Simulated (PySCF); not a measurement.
SMILES CC(C)(C)/C=C\C, singlet at its GFN2-xTB optimised geometry (Å):

```
21

C      0.2113    -2.0991     1.0743
C     -0.5439    -0.9578     1.6734
C     -0.6962     0.2860     1.2421
C     -0.1561     0.9617     0.0000
C     -0.6920     0.2852    -1.2684
C      1.3781     0.9617     0.0000
C     -0.6330     2.4198     0.0000
H     -0.4637    -2.9418     0.9218
H      0.6755    -1.8525     0.1266
H      0.9881    -2.4250     1.7672
H     -1.0293    -1.2220     2.6070
H     -1.2983     0.9397     1.8614
H     -0.3581     0.8288    -2.1503
H     -0.3508    -0.7416    -1.3512
H     -1.7799     0.2802    -1.2582
H      1.7516     1.4315     0.9074
H      1.7799    -0.0451    -0.0488
H      1.7508     1.5210    -0.8561
H     -1.7201     2.4674    -0.0081
H     -0.2624     2.9418    -0.8799
H     -0.2707     2.9413     0.8836
```

Calculation: CAM-B3LYP/def2-SVP in PySCF.

Map of the Laplacian of the electron density (e/bohr⁵) on the plane z = 0.6 Å:

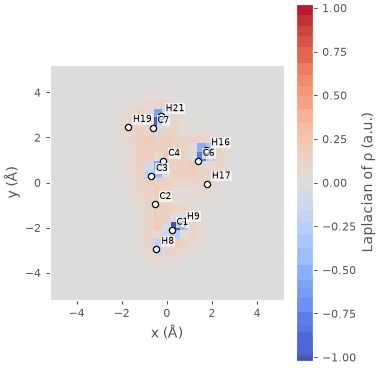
Figure: Laplacian of the electron density (e/bohr⁵) on the plane z = 0.6 Å.
